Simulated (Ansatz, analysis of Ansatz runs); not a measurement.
# Migration in K3BrCl2 (P-3m1): V_Cl hop (4.4 Å), charge +1, part 2 of 3

Wanted: path and barrier of a jump of Cl in K3BrCl2 (P-3m1) at charge +1. The case: V_Cl hop (4.4 Å), in a cell of 54 host atoms with 1 Cl taken out.

Ansatz 0.2.0; plane-wave PAW DFT, PBEsol; nudged elastic band between two relaxed defect structures at fixed charge in a uniform background.

So far: The starting structure; Relaxation of the start point, charge +1; Relaxation of the end point, charge +1.

## (4) Nudged elastic band, charge +1

5 movable images are laid between the ends on a pair-potential path, which keeps atoms from colliding in the first guess. Each image feels the true force across the path and a spring force along it. The highest image is set to climb to the top of the path.

This step: plane-wave PAW DFT, PBEsol; nudged elastic band between two relaxed defect structures at fixed charge in a uniform background.

Contents of qp1.neb/input.yaml:

```yaml
crystal:
  lattice:
    - [13.44809205, 9.0e-08, 0.0]
    - [-6.7240461, 11.64638931, 0.0]
    - [0.0, 0.0, 11.00082975]
  atoms:
    - { symbol: K, position: [-0.00041271, 0.00054485, 0.49913425] }
    - { symbol: K, position: [0.10959332, 0.22148317, 0.17683462] }
    - { symbol: K, position: [0.22097384, 0.10972701, 0.82270665] }
    - { symbol: Br, position: [0.0011247, -0.00112493, 0.00270161] }
    - { symbol: Cl, position: [0.10565707, 0.2195928, 0.66674734] }
    - { symbol: Cl, position: [0.22762764, 0.11651045, 0.33879999] }
    - { symbol: K, position: [-0.00037717, 0.33270418, 0.49917288] }
    - { symbol: K, position: [0.11137656, 0.55631948, 0.17856275] }
    - { symbol: K, position: [0.22088245, 0.4444437, 0.82321497] }
    - { symbol: Br, position: [0.00103619, 0.33587313, 0.0026983] }
    - { symbol: Cl, position: [0.109897, 0.55315448, 0.65826937] }
    - { symbol: Cl, position: [0.22746254, 0.44441433, 0.33897991] }
    - { symbol: K, position: [0.00085042, 0.66712979, 0.50042102] }
    - { symbol: K, position: [0.11137827, 0.8887477, 0.17853613] }
    - { symbol: K, position: [0.22227585, 0.77797141, 0.81216079] }
    - { symbol: Br, position: [0.00793833, 0.67093677, -0.00627286] }
    - { symbol: Cl, position: [0.10997262, 0.89042619, 0.65822503] }
    - { symbol: Cl, position: [0.2223083, 0.77787796, 0.33875069] }
    - { symbol: K, position: [0.33298581, -0.0005133, 0.50033308] }
    - { symbol: K, position: [0.434496, 0.20300705, 0.16389709] }
    - { symbol: K, position: [0.55566438, 0.11003033, 0.82309338] }
    - { symbol: Br, position: [0.32957007, -0.00746485, -0.00640602] }
    - { symbol: Cl, position: [0.44677569, 0.22714233, 0.65537127] }
    - { symbol: Cl, position: [0.55573042, 0.11660023, 0.33880467] }
    - { symbol: K, position: [0.31533548, 0.32466459, 0.51276917] }
    - { symbol: K, position: [0.43466021, 0.56539252, 0.16389933] }
    - { symbol: K, position: [0.55553166, 0.44450863, 0.82289647] }
    - { symbol: Br, position: [0.33675975, 0.33523206, 0.00504153] }
    - { symbol: Cl, position: [0.44686354, 0.55325909, 0.65556197] }
    - { symbol: K, position: [0.3331537, 0.6670767, 0.50050226] }
    - { symbol: K, position: [0.44347684, 0.88864814, 0.17850386] }
    - { symbol: K, position: [0.55544371, 0.77911055, 0.82311142] }
    - { symbol: Br, position: [0.32922969, 0.67059362, -0.00626414] }
    - { symbol: Cl, position: [0.44707589, 0.89028357, 0.65831889] }
    - { symbol: Cl, position: [0.55553469, 0.77218456, 0.33876131] }
    - { symbol: K, position: [0.6673227, 0.00042987, 0.4992895] }
    - { symbol: K, position: [0.77811051, 0.2215598, 0.17712124] }
    - { symbol: K, position: [0.88882645, 0.11103279, 0.83016946] }
    - { symbol: Br, position: [0.66423534, -0.00120356, 0.0028093] }
    - { symbol: Cl, position: [0.78040962, 0.21964042, 0.66678474] }
    - { symbol: Cl, position: [0.88898166, 0.11132917, 0.33942321] }
    - { symbol: K, position: [0.67557388, 0.32446833, 0.51286146] }
    - { symbol: K, position: [0.79734326, 0.56540494, 0.16401611] }
    - { symbol: K, position: [0.89037425, 0.44471882, 0.82304771] }
    - { symbol: Br, position: [0.66476492, 0.33521784, 0.00517403] }
    - { symbol: Cl, position: [0.77329321, 0.55352432, 0.65602358] }
    - { symbol: Cl, position: [0.88342156, 0.4446435, 0.33890698] }
    - { symbol: K, position: [0.67574303, 0.68461392, 0.51286444] }
    - { symbol: K, position: [0.77812241, 0.88994582, 0.17701438] }
    - { symbol: K, position: [0.89002231, 0.77866362, 0.82283117] }
    - { symbol: Br, position: [0.66480267, 0.66304892, 0.00504903] }
    - { symbol: Cl, position: [0.78045168, 0.89449675, 0.66661381] }
    - { symbol: Cl, position: [0.88350421, 0.77259355, 0.33899378] }
total_charge: 1
basis:
  ecutwfc: 420
  xc_grid: 2
hamiltonian:
  xc: pbesol
kpoints:
  mp_grid: { grid: [1, 1, 1], shift: [0.25, 0.25, 0.25] }
scf:
  occupations: { method: fixed }
  max_iter: 100
output:
  forces: true
neb:
  images: 5
  f_tol: 0.04
  climbing: true
  initial_path: idpp
  max_iterations: 45
  order_check: false
  final_atoms:
    - { symbol: K, position: [0.00020363, 0.00052774, 0.4992444] }
    - { symbol: K, position: [0.11115675, 0.22236068, 0.18782701] }
[... 10 atom lines left out ...]
    - { symbol: K, position: [0.01791461, 0.67574274, 0.48703066] }
[... 9 atom lines left out ...]
    - { symbol: Cl, position: [0.45014154, 0.22794753, 0.66110215] }
[... 1 atom line left out ...]
    - { symbol: K, position: [0.33301558, 0.33329102, 0.4993834] }
[... 1 atom line left out ...]
    - { symbol: K, position: [0.53683121, 0.43516778, 0.8352359] }
[... 1 atom line left out ...]
    - { symbol: Cl, position: [0.45011331, 0.55573249, 0.6611181] }
[... 5 atom lines left out ...]
    - { symbol: Cl, position: [0.55276923, 0.78069226, 0.33254308] }
[... 6 atom lines left out ...]
    - { symbol: K, position: [0.65773355, 0.31569952, 0.48689447] }
    - { symbol: K, position: [0.77797065, 0.55577198, 0.17642954] }
[... 2 atom lines left out ...]
    - { symbol: Cl, position: [0.56040115, 0.44698301, 0.34410362] }
    - { symbol: Cl, position: [0.88664299, 0.44704528, 0.3441488] }
    - { symbol: K, position: [0.65771374, 0.67566509, 0.48685321] }
[... 4 atom lines left out ...]
    - { symbol: Cl, position: [0.88659824, 0.77316624, 0.34415857] }
```

Run with:

```sh
$ ansatz run input.yaml --threads 32 --pin off --max-ram 84787MiB --backend cuda --events-out ev --progress --plain --runs-dir out --max-vram 78GiB
```

Numbers of over 12 decimals in the logs are rounded to 6 here.

Log:

```text
[...]
Warning: neb: disabling space-group detection — the band's intermediate images generally break the endpoint symmetry, so the full k-mesh is solved, and no spatial operation symmetrises the density, except that a semilocal band can use its path's symmetry [...]
[...]
parallel-image band execution: 3 concurrent image workers
NEB image 0
[...]
Crystal: 53 atoms, lattice volume = 1722.969 Å³
Basis set: ecut = 420 eV, 33637 PW (Γ), exchange–correlation on 180×180×150 points (8 copies of the dense FFT grid, shifted against one another)
Bands: 265, of which v1, the nominal top of the filled ones, is band 212 counted from 1 (211 counted from 0)
Symmetry: 1 space group operations
k-points: 1
[...]
SCF iter   1: F=—  HF=-83697.101038 eV  |F-HF|=—  |Δ(HF+E_count)|=         —  Δρ=2.28e-3  dr2=1.48e-1  ethr=1.77e-3  ⟨swp⟩=6.0  Hψ=882  notcnv=0  defer=51
[...]
SCF iter   2: F=—  HF=-83697.056064 eV  |F-HF|=—  |Δ(HF+E_count)|=   4.50e-2  Δρ=9.49e-4  dr2=2.35e-2  ethr=3.50e-5  ⟨swp⟩=4.0  Hψ=366  notcnv=0  defer=51
[...]
SCF iter   8: F=-83697.057062 eV  HF=-83697.057062 eV  |F-HF|=5.15e-9  |Δ(HF+E_count)|=   7.46e-8  Δρ=5.15e-7  dr2=6.09e-9  ethr=2.36e-11  ⟨swp⟩=4.0  Hψ=744  notcnv=0
SCF 1 converged in 8 iterations: F = -83697.057062 eV  dr2 = 6.09e-9
[...]
NSCF: frozen V_eff on 1 k-points
NEB image 6
[...]
SCF 2 converged in 8 iterations: F = -83697.057156 eV  dr2 = 5.93e-9
[...]
NEB end point (image 0): max|allowed force component| = 9.582e-3 eV/Å (the criterion of neb.relax_end_points is 1.000e-2)
[...]
SCF 3 converged in 8 iterations: F = -83696.809241 eV  dr2 = 6.38e-9
[...]
SCF 4 converged in 8 iterations: F = -83696.364427 eV  dr2 = 9.84e-9
[...]
SCF 5 converged in 8 iterations: F = -83696.111747 eV  dr2 = 1.02e-8
[...]
SCF 6 converged in 8 iterations: F = -83696.364696 eV  dr2 = 8.47e-9
[...]
SCF 7 converged in 8 iterations: F = -83696.806401 eV  dr2 = 6.33e-9
[...]
SCF 8 converged in 7 iterations: F = -83696.879789 eV  dr2 = 1.21e-8
[...]
SCF 9 converged in 7 iterations: F = -83696.565385 eV  dr2 = 2.88e-8
[...]
SCF 10 converged in 7 iterations: F = -83696.409401 eV  dr2 = 6.19e-8
[...]
SCF 11 converged in 7 iterations: F = -83696.564708 eV  dr2 = 3.00e-8
[...]
SCF 12 converged in 7 iterations: F = -83696.877127 eV  dr2 = 1.18e-8
[...]
SCF 13 converged in 6 iterations: F = -83696.895883 eV  dr2 = 5.88e-8
[...]
SCF 14 converged in 7 iterations: F = -83696.602641 eV  dr2 = 1.12e-8
[...]
SCF 15 converged in 7 iterations: F = -83696.448694 eV  dr2 = 1.40e-8
[...]
SCF 16 converged in 7 iterations: F = -83696.600989 eV  dr2 = 1.14e-8
[...]
SCF 17 converged in 6 iterations: F = -83696.894045 eV  dr2 = 5.19e-8
[...]
SCF 18 converged in 6 iterations: F = -83696.896455 eV  dr2 = 5.14e-9
[...]
SCF 19 converged in 6 iterations: F = -83696.608025 eV  dr2 = 1.23e-8
[...]
SCF 20 converged in 6 iterations: F = -83696.453462 eV  dr2 = 1.45e-8
[...]
SCF 21 converged in 6 iterations: F = -83696.607117 eV  dr2 = 1.42e-8
[...]
SCF 22 converged in 6 iterations: F = -83696.894966 eV  dr2 = 5.49e-9
[...]
SCF converged after 6 iterations
[...]
4    3.3149      0.449945                          3.334e-2
      5    4.1415      0.162096                          1.606e-2
      6    4.9682     -0.000094                                 —
  climbing-image geometry (image 3):
  cell:  # Å, volume = 1722.9688 Å³
    - [13.44809205, 9.0e-8, 0.0]
    - [-6.7240461, 11.64638931, 0.0]
    - [0.0, 0.0, 11.00082975]
  atoms:
    - { symbol: K, position: [0.005881, 0.007133, 0.499663] }
    - { symbol: K, position: [0.116910, 0.225250, 0.185191] }
    - { symbol: K, position: [0.222053, 0.109871, 0.819659] }
    - { symbol: Br, position: [0.007676, 0.008192, 0.007689] }
    - { symbol: Cl, position: [0.119113, 0.226371, 0.661452] }
    - { symbol: Cl, position: [0.234598, 0.120510, 0.340987] }
    - { symbol: K, position: [0.005791, 0.332297, 0.499589] }
    - { symbol: K, position: [0.111371, 0.554464, 0.179618] }
    - { symbol: K, position: [0.222117, 0.445725, 0.819706] }
    - { symbol: Br, position: [0.007661, 0.333029, 0.007677] }
    - { symbol: Cl, position: [0.098592, 0.552407, 0.658809] }
    - { symbol: Cl, position: [0.234625, 0.447662, 0.340992] }
    - { symbol: K, position: [-0.015324, 0.659070, 0.489402] }
    - { symbol: K, position: [0.111379, 0.890520, 0.179626] }
    - { symbol: K, position: [0.215421, 0.774472, 0.814754] }
    - { symbol: Br, position: [-0.005884, 0.663844, -0.000259] }
    - { symbol: Cl, position: [0.098557, 0.879664, 0.658779] }
    - { symbol: Cl, position: [0.213297, 0.773447, 0.338804] }
    - { symbol: K, position: [0.326983, -0.007126, 0.500409] }
    - { symbol: K, position: [0.437343, 0.205832, 0.161974] }
    - { symbol: K, position: [0.555103, 0.107835, 0.825673] }
    - { symbol: Br, position: [0.325850, -0.007546, -0.008603] }
    - { symbol: Cl, position: [0.445308, 0.214766, 0.661158] }
    - { symbol: Cl, position: [0.547024, 0.099635, 0.327100] }
    - { symbol: K, position: [0.344174, 0.338836, 0.509469] }
    - { symbol: K, position: [0.437318, 0.565138, 0.161910] }
    - { symbol: K, position: [0.549852, 0.441658, 0.810995] }
    - { symbol: Br, position: [0.338309, 0.335922, 0.000905] }
    - { symbol: Cl, position: [0.445428, 0.564154, 0.661095] }
    - { symbol: K, position: [0.326966, 0.667667, 0.500352] }
    - { symbol: K, position: [0.434921, 0.884252, 0.169511] }
    - { symbol: K, position: [0.555130, 0.780792, 0.825701] }
    - { symbol: Br, position: [0.325865, 0.666980, -0.008629] }
    - { symbol: Cl, position: [0.445124, 0.889315, 0.659057] }
    - { symbol: Cl, position: [0.547087, 0.780965, 0.327164] }
    - { symbol: K, position: [0.666506, 0.000101, 0.499967] }
    - { symbol: K, position: [0.778109, 0.218860, 0.173702] }
    - { symbol: K, position: [0.897511, 0.115509, 0.830291] }
    - { symbol: Br, position: [0.666103, -0.000158, -0.000369] }
    - { symbol: Cl, position: [0.785725, 0.219245, 0.672863] }
    - { symbol: Cl, position: [0.887757, 0.110618, 0.341026] }
    - { symbol: K, position: [0.666650, 0.290580, 0.499656] }
    - { symbol: K, position: [0.782934, 0.558247, 0.193686] }
    - { symbol: K, position: [0.896030, 0.435244, 0.838232] }
    - { symbol: Br, position: [0.666677, 0.339840, 0.000243] }
    - { symbol: Cl, position: [0.675580, 0.504781, 0.492985] }
    - { symbol: Cl, position: [0.889957, 0.434263, 0.337001] }
    - { symbol: K, position: [0.666766, 0.709742, 0.499519] }
    - { symbol: K, position: [0.778114, 0.892854, 0.173631] }
    - { symbol: K, position: [0.895999, 0.794282, 0.838218] }
    - { symbol: Br, position: [0.666617, 0.660336, 0.000335] }
    - { symbol: Cl, position: [0.785672, 0.899987, 0.672757] }
    - { symbol: Cl, position: [0.889968, 0.789302, 0.337079] }
```

Run time: 9.7 s. Hardware: 1 × NVIDIA GB200 with 32 threads of Arm Neoverse V2, shared host; peak memory 2.2 GiB.

Images along the path:

| image | path (Å) | energy (eV) | Cl46: x, y, z (Å) |
| --- | --- | --- | --- |
| 0 | 0.000 | 0.0000 | 6.677, 6.447, 7.217 |
| 1 | 0.829 | 0.1606 | 6.380, 6.274, 6.721 |
| 2 | 1.659 | 0.4490 | 6.051, 6.087, 6.099 |
| 3 | 2.488 | 0.6036 | 5.691, 5.879, 5.423 |
| 4 | 3.315 | 0.4499 | 5.250, 5.625, 4.819 |
| 5 | 4.141 | 0.1621 | 4.849, 5.390, 4.259 |
| 6 | 4.968 | -0.0001 | 4.531, 5.206, 3.785 |

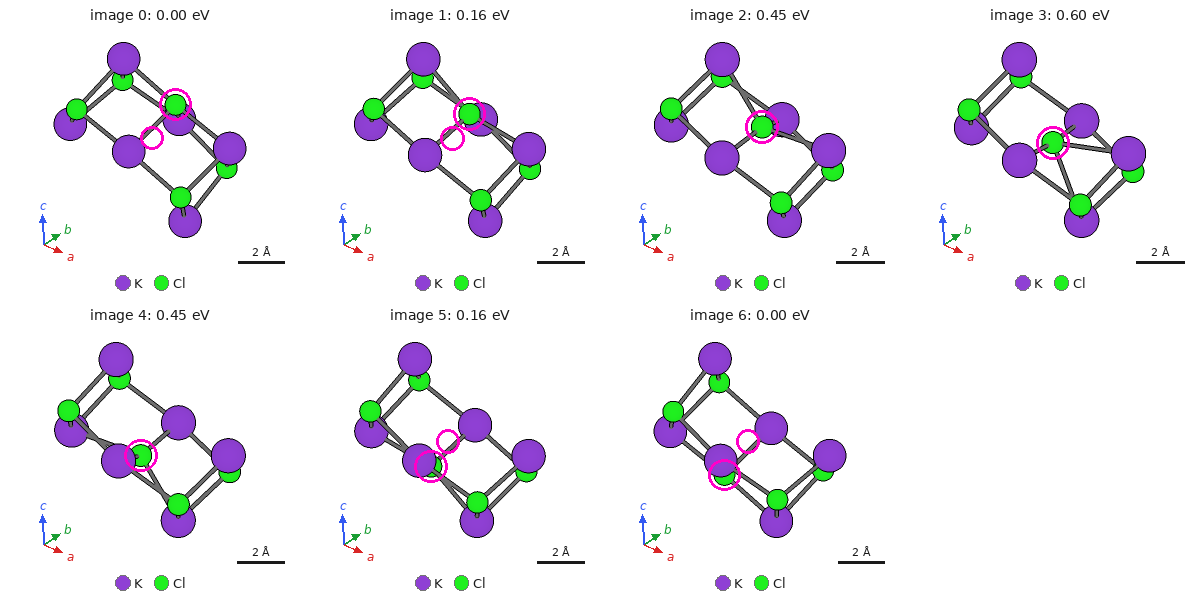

Images along the path; Cl46 is ringed. A ring with no atom in it marks the middle of the ideal hop.

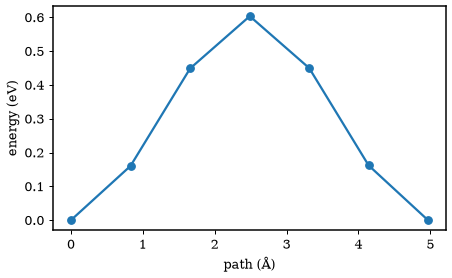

Energy along the path.

This step gave:

| Item | Value |
| --- | --- |
| free energy | -83696.4535 eV |
| barrier forward | 0.6036 eV |
| barrier backward | 0.6037 eV |
| end less start | -9.43e-5 eV |
| hop length | 4.233 Å |

Track of the atom that was set to move:

| image | x (Å) | y (Å) | z (Å) | nearest neighbour | distance (Å) |
| --- | --- | --- | --- | --- | --- |
| 0 | 6.677 | 6.447 | 7.217 | K | 3.102 |
| 1 | 6.38 | 6.274 | 6.721 | K | 2.983 |
| 2 | 6.051 | 6.087 | 6.099 | K | 2.86 |
| 3 | 5.691 | 5.879 | 5.423 | K | 2.818 |
| 4 | 5.25 | 5.625 | 4.819 | K | 2.859 |
| 5 | 4.849 | 5.39 | 4.259 | K | 2.982 |
| 6 | 4.531 | 5.206 | 3.785 | K | 3.1 |

The band met its tolerance of 0.04 eV/Å after 4 iterations, with image 3 on top (the start counts as 0). Cl46, which moves farthest between the ends, has 6 K at 3.10 to 3.21 Å nearest at the start and 2 K at 2.82 Å at the top.

## (5) Single point at the start point, PBEsol, denser k-mesh

Three single points on a mesh of more k-points (start, top, end) test the sampling. The start is shown; top and end are run alike.

This step: plane-wave PAW DFT, PBEsol; single point of a defect supercell on a structure of the PBEsol path.

Contents of qp1.start.mesh/input.yaml:

```yaml
crystal:
  lattice:
    - [13.44809205, 9.0e-08, 0.0]
    - [-6.7240461, 11.64638931, 0.0]
    - [0.0, 0.0, 11.00082975]
  atoms:
    - { symbol: K, position: [-0.00041271, 0.00054485, 0.49913425] }
    - { symbol: K, position: [0.10959332, 0.22148317, 0.17683462] }
[... 10 atom lines left out ...]
    - { symbol: K, position: [0.00085042, 0.66712979, 0.50042102] }
[... 9 atom lines left out ...]
    - { symbol: Cl, position: [0.44677569, 0.22714233, 0.65537127] }
[... 1 atom line left out ...]
    - { symbol: K, position: [0.31533548, 0.32466459, 0.51276917] }
[... 1 atom line left out ...]
    - { symbol: K, position: [0.55553166, 0.44450863, 0.82289647] }
[... 1 atom line left out ...]
    - { symbol: Cl, position: [0.44686354, 0.55325909, 0.65556197] }
[... 5 atom lines left out ...]
    - { symbol: Cl, position: [0.55553469, 0.77218456, 0.33876131] }
[... 6 atom lines left out ...]
    - { symbol: K, position: [0.67557388, 0.32446833, 0.51286146] }
    - { symbol: K, position: [0.79734326, 0.56540494, 0.16401611] }
[... 2 atom lines left out ...]
    - { symbol: Cl, position: [0.77329321, 0.55352432, 0.65602358] }
    - { symbol: Cl, position: [0.88342156, 0.4446435, 0.33890698] }
    - { symbol: K, position: [0.67574303, 0.68461392, 0.51286444] }
[... 4 atom lines left out ...]
    - { symbol: Cl, position: [0.88350421, 0.77259355, 0.33899378] }
total_charge: 1
basis:
  ecutwfc: 420
  xc_grid: 2
hamiltonian:
  xc: pbesol
kpoints:
  mp_grid: { grid: [2, 2, 2], shift: [0.5, 0.5, 0.5] }
scf:
  occupations: { method: fixed }
  max_iter: 100
output:
  forces: true
  eigenvalues: true
checkpoint:
  write: "../qp1.start.mesh.run"
  compress: false
  write_wavefunctions: false
  write_every: 100000
```

Log:

```text
[...]
Crystal: 53 atoms, lattice volume = 1722.969 Å³
Basis set: ecut = 420 eV, 33637 PW (Γ), exchange–correlation on 180×180×150 points (8 copies of the dense FFT grid, shifted against one another)
Bands: 265, of which v1, the nominal top of the filled ones, is band 212 counted from 1 (211 counted from 0)
Symmetry: 1 space group operations
[...]
k-points: 4 of 8 (time reversal used)
[...]
SCF iter   1: F=—  HF=-83697.083658 eV  |F-HF|=—  |Δ(HF+E_count)|=         —  Δρ=2.26e-3  dr2=1.49e-1  ethr=1.77e-3  ⟨swp⟩=5.0  Hψ=3812  notcnv=0  defer=204
[...]
SCF iter   3: F=—  HF=-83697.032331 eV  |F-HF|=—  |Δ(HF+E_count)|=   2.89e-3  Δρ=3.20e-4  dr2=3.21e-3  ethr=5.48e-6  ⟨swp⟩=4.0  Hψ=1523  notcnv=0  defer=128
automatic band count: iteration 3 solves 246 bands in place of 265: the levels show a gap, and the empty bands left out lie too high to hold charge; the band table lists the bands solved (type scf.n_extra_bands for more)
SCF iter   4: F=—  HF=-83697.034426 eV  |F-HF|=—  |Δ(HF+E_count)|=   2.10e-3  Δρ=6.24e-5  dr2=1.95e-4  ethr=7.56e-7  ⟨swp⟩=4.0  Hψ=1525  notcnv=0  defer=128
[...]
SCF iter   8: F=-83697.036291 eV  HF=-83697.036291 eV  |F-HF|=6.66e-9  |Δ(HF+E_count)|=   8.33e-8  Δρ=5.04e-7  dr2=5.79e-9  ethr=2.36e-11  ⟨swp⟩=4.8  Hψ=3186  notcnv=0
SCF 1 converged in 8 iterations: F = -83697.036291 eV  dr2 = 5.79e-9
[...]
SCF converged after 8 iterations
[...]
```

The job ended after 2.1 s (1 × NVIDIA GB200 with 32 threads; peak memory 1.2 GiB; 6.1 s of CPU time).

This step gave:

```yaml
free_energy: -83697.0363 eV
```

## (6) Barrier from single points, PBEsol, denser k-mesh

Analysis of the runs above: barrier from PBEsol single points on the PBEsol path.

It gives:

- barrier forward: 0.6022 eV
- barrier backward: 0.6023 eV
- end less start: -8.22e-5 eV

This gives 0.602 eV against the band's 0.604 eV (backward 0.602 against 0.604 eV). This mesh holds only the band's own point and its sign variants, so it tests the average over those and no finer sampling.

## (7) Single point at the start point, r2SCAN

Three single points with a meta-GGA, at its higher cutoff of 500 eV, show what it does to the barrier on the path found. The start is shown; top and end are run alike.

This step: plane-wave PAW DFT, r2SCAN; single point of a defect supercell on a structure of the PBEsol path.

qp1.start.r2scan/input.yaml, as its differences from qp1.start.mesh/input.yaml of step 5:

```diff
@@ -31,8 +31,8 @@
 basis:
-  ecutwfc: 420
+  ecutwfc: 500
   xc_grid: 2
 hamiltonian:
-  xc: pbesol
+  xc: r2scan
 kpoints:
-  mp_grid: { grid: [2, 2, 2], shift: [0.5, 0.5, 0.5] }
+  mp_grid: { grid: [1, 1, 1], shift: [0.25, 0.25, 0.25] }
 scf:
@@ -44,3 +44,3 @@
 checkpoint:
-  write: "../qp1.start.mesh.run"
+  write: "../qp1.start.r2scan.run"
   compress: false
```

Log:

```text
[...]
Crystal: 53 atoms, lattice volume = 1722.969 Å³
Basis set: ecut = 500 eV, 43667 PW (Γ), exchange–correlation on 200×200×162 points (8 copies of the dense FFT grid, shifted against one another)
Bands: 265, of which v1, the nominal top of the filled ones, is band 212 counted from 1 (211 counted from 0)
Symmetry: 1 space group operations
[...]
k-points: 1
[...]
SCF iter   1: F=—  HF=-85318.363343 eV  |F-HF|=—  |Δ(HF+E_count)|=         —  Δρ=3.07e-3  dr2=1.24e-1  dr2_τ=5.92e-2  ethr=1.77e-3  ⟨swp⟩=5.0  Hψ=832  notcnv=0  defer=51
[...]
SCF iter   7: F=-85318.806213 eV  HF=-85318.806213 eV  |F-HF|=2.10e-7  |Δ(HF+E_count)|=   5.66e-6  Δρ=1.55e-6  dr2=4.73e-8  dr2_τ=7.59e-9  ethr=2.36e-11  ⟨swp⟩=21.0  Hψ=1658  notcnv=0
[...]
SCF 1 converged in 8 iterations: F = -85318.806213 eV  dr2 = 5.52e-9
[...]
SCF converged after 8 iterations
[...]
[... 8 atoms left out ...]
  atom  23  Cl     0.00117850    -0.01540168     0.01454499
  [... 3 atoms left out ...]
  atom  27  K     -0.00084271    -0.00177884    -0.00524717
  [... 1 atom left out ...]
  atom  29  Cl    -0.01378435     0.00891404     0.01549534
  [... 12 atoms left out ...]
  atom  42  K     -0.04013463     0.02633759    -0.02964478
  atom  43  K     -0.04068994    -0.01953295     0.03527029
  [... 2 atoms left out ...]
  atom  46  Cl     0.01352163     0.00087281     0.00504143
  atom  47  Cl     0.01750392    -0.00310388    -0.00038022
  atom  48  K     -0.00244104    -0.04579914    -0.02958802
  [... 4 atoms left out ...]
  atom  53  Cl     0.00996829     0.01173770    -0.00290861
  max |Σ_I F_I| component: 4.49e-3 eV/Å
--- Band table (eV) ---
[...]
```

Wall time 2 s (1 × NVIDIA GB200 with 32 threads); peak memory 1.5 GiB.

This step gave:

```
free energy : -85318.8062 eV
```

## (8) Barrier from single points, r2SCAN

Analysis of the runs above: barrier from r2SCAN single points on the PBEsol path.

It gives:

```
barrier forward  : 0.6982 eV
barrier backward : 0.6994 eV
end less start   : -0.001250 eV
```

This gives 0.698 eV against the band's 0.604 eV.

(Part 2 of 3 ends here.)

[Logs are printed without paths, hosts, clocks, repeated set-up lines and the standing remarks that a program may print on its own settings, such as how far it seeks lower states.]

[Hosts, paths, dates, database ids (printed as entryN), source tags and the programs' standing remarks are cut or masked in the printed files.]
